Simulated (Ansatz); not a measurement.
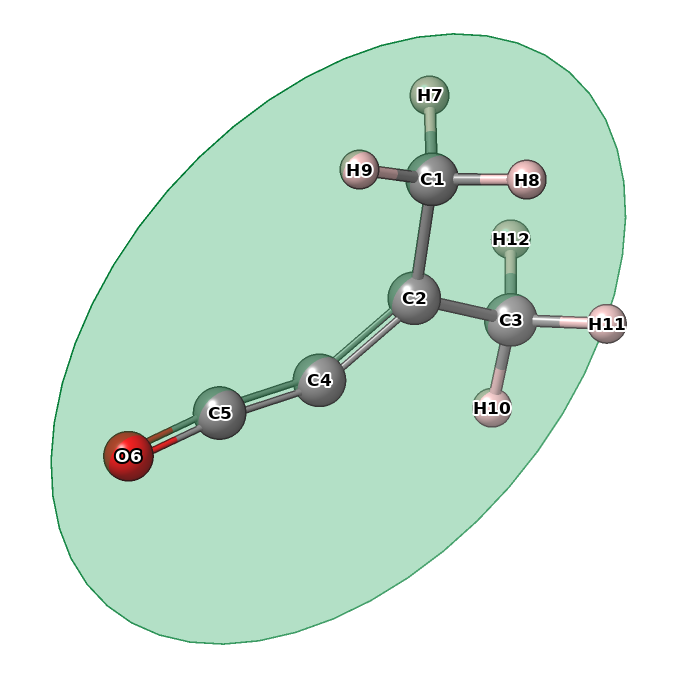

A disc through the centre of mass is drawn in. Distant atoms are faded towards the background colour. The computed structure is the end point of a PBE0-D4/def2-TZVP optimisation. No frequency run is at hand to confirm it as a minimum.

Q: Is the plane of the disc a mirror plane of the structure?

A: Yes. The reflection leaves C1, C2, C3, C4, C5, O6, H9, H10 in place and moves H7 ↔ H8; H11 ↔ H12. The point group is Cs.
